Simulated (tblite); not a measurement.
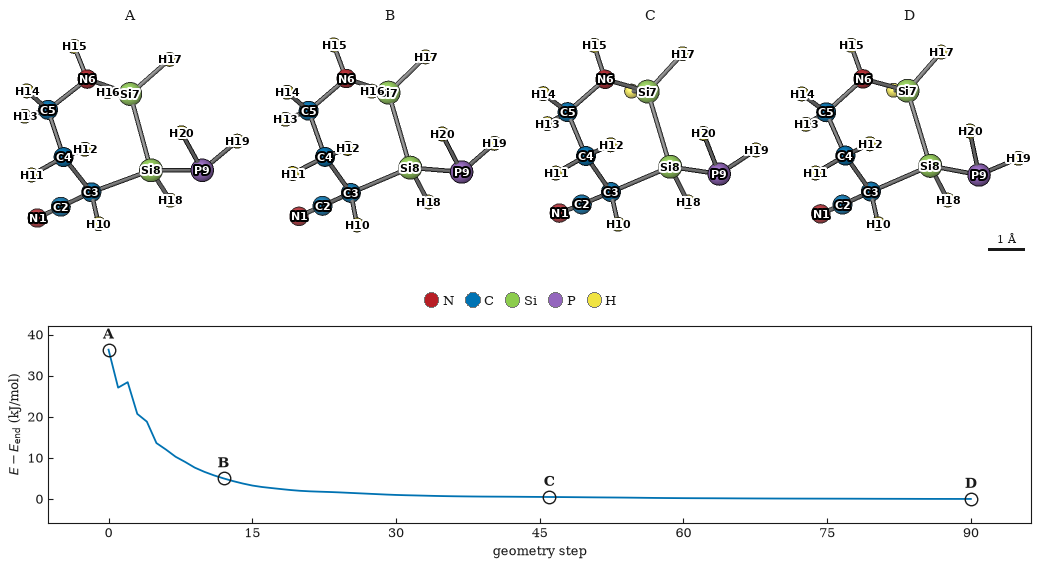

Frames of a relaxation of C4H11N2PSi2, marked on the history of the run. The picture is a ball-and-stick view, seen face on.

Method: GFN2-xTB geometry optimisation, gas phase in tblite 0.8.0. 

What happens along the run?

After 90 geometry steps the energy has fallen by 36.3 kJ/mol. H19 moves most after the best rigid fit: 0.49 Å. By element the largest moves are H 0.49 Å, P 0.18 Å, N 0.15 Å, Si 0.13 Å, C 0.12 Å. Near-neighbour distances that change, for instance: C2–C3 1.493 → 1.425 Å, P9–H19 1.419 → 1.382 Å, C3–Si8 1.905 → 1.942 Å, Si8–P9 2.233 → 2.254 Å. Bond angles that change, for instance: N6–Si7–H16 106.2° → 116.0°, Si7–N6–H15 107.7° → 116.7°, Si7–Si8–P9 111.7° → 120.7°. The run took 1.7 s on 1 thread of Arm Neoverse N1, on a shared host. From step 0 to 12: H15 moves most (0.21 Å), energy −31.3 kJ/mol. From step 12 to 46: H19 moves most (0.20 Å), energy −4.53 kJ/mol. From step 46 to 90: H19 moves most (0.25 Å), energy −0.47 kJ/mol.

```
step  E − E(0), kJ/mol
   0              0.00
   1             -9.25
   2             -7.92
   3            -15.63
   4            -17.52
   5            -22.73
   6            -24.32
   7            -26.06
   8            -27.33
   9            -28.71
  10            -29.73
  14            -32.57
  18            -33.92
  23            -34.63
  27            -35.05
  31            -35.42
  35            -35.64
  39            -35.75
  44            -35.82
  48            -35.89
  52            -35.97
  56            -36.06
  61            -36.15
  65            -36.18
  69            -36.22
  73            -36.24
  77            -36.26
  82            -36.30
  86            -36.32
  90            -36.33
```
